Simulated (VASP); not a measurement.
Band structure of KF (rock salt). Computed with LDA (Ceperley-Alder, Perdew-Zunger), VASP's LDA PAW potentials (set 64) (plane waves; VASP).

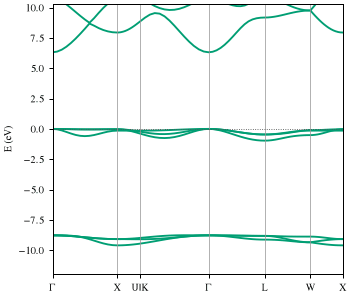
Fig. 1. Bands along high-symmetry lines, zero at the valence-band maximum or, without a gap, the Fermi level

**Question.** Read the plot: is there a gap, and where are the band edges?

**Answer.** The gap is direct, 6.32 eV, from the valence maximum at Γ to the conduction minimum at Γ. (Edges off the drawn lines would not show.)

Measured: gap 10.90 eV (computed value off by -4.58 eV), as given by David Koller et al., Journal of Physics Condensed Matter (2013), arXiv:1304.4470.

The compound is KF in the rock salt structure. It was relaxed first, which changed the volume by -10 %.
